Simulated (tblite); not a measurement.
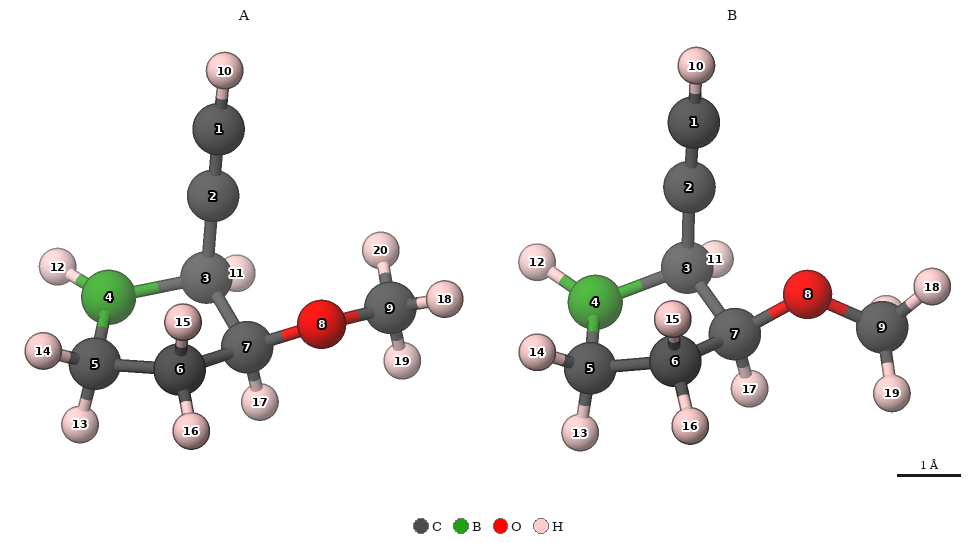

Two geometries of C7H11BO, drawn at one scale. One is the start of a relaxation, the other its converged end. A ball-and-stick model, seen face on.

Method: GFN2-xTB geometry optimisation, gas phase (tblite). 

Which one is relaxed?

Answer. Structure A is the relaxed one. The atom that moves furthest after the best rigid fit is H20 (1.14 Å). Largest moves by element: H 1.14 Å, O 0.60 Å, C 0.32 Å, B 0.13 Å. Near-neighbour distances that change, for instance: C3–C7 1.503 → 1.555 Å, C6–C7 1.488 → 1.532 Å, O8–C9 1.363 → 1.403 Å, B4–C5 1.606 → 1.571 Å. Bond angles that change, for instance: C3–C7–O8 105.2° → 115.9°, C5–C6–H16 105.3° → 113.4°, C7–C6–H15 115.2° → 107.2°. Groups turn about C7–O8 by about 55°. Over 128 geometry steps the energy falls by 0.736 eV.
